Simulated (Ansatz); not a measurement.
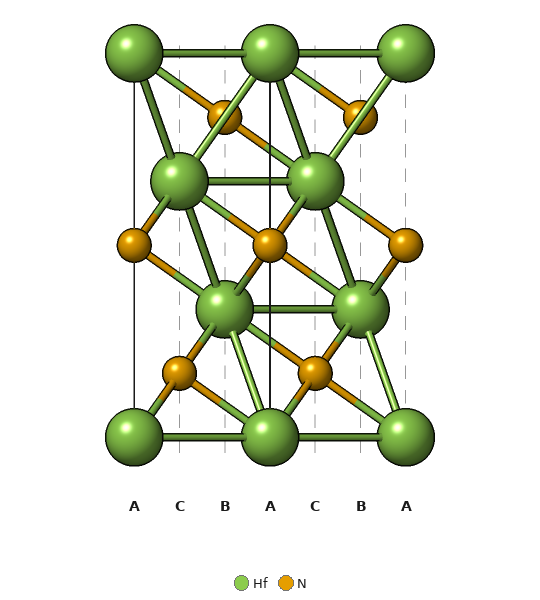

The picture looks along a close-packed row of the hexagonal mesh; [111] points upwards. The dashed lines mark the three columns A (0, 0), B (1/3, 2/3) and C (2/3, 1/3). The box is the hexagonal cell of the face-centred cubic lattice. The sequence starts with the first layer at or above the cell's origin.

System HfN (space group Fm-3m, No. 225); source of the atomic positions: coordinates from a relaxation with Ansatz 0.2.0, DFT LDA, scalar-relativistic, plane waves, PAW.

> Read off the stacking sequence over one period.

Hf(A) – N(C) – Hf(B) – N(A) – Hf(C) – N(B) (six layers in 7.74 Å).

> How are the N layers alone stacked?

N layers alone: CAB, the cubic close-packed type.

> Which positions between or in the N layers do the other atoms fill?

Hf: three octahedral sites (per hexagonal cell).
